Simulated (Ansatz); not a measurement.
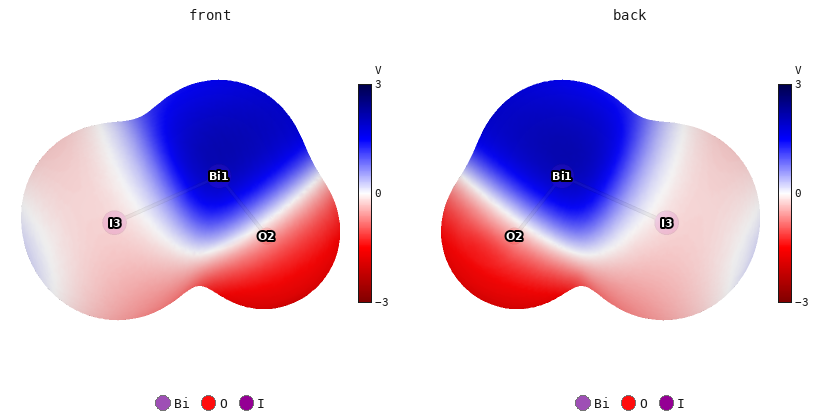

Figure 1: BiIO. The molecular electrostatic potential painted on the density surface at 0.001 e/bohr³, seen from the front and from behind; the colour scale runs from red (negative) to blue (positive).

Geometry: B3LYP-D4/def2-TZVP; core potentials replace the inner electrons of Bi and I.

These are results of RKS PBE0-D4/def2-TZVP in Ansatz 0.2.0, not measurements.

### Where is the surface potential most negative and most positive?

The most negative region (about −1.8 V, or −42 kcal/mol for a unit charge) lies over O2, the most positive (about +2.1 V, or +48 kcal/mol for a unit charge) over Bi1. I3 shows a σ-hole: about +0.2 V at the tip opposite its bond, against about −0.3 V, or −7 kcal/mol for a unit charge on its flanks. O2 is the likeliest acceptor of a hydrogen bond.
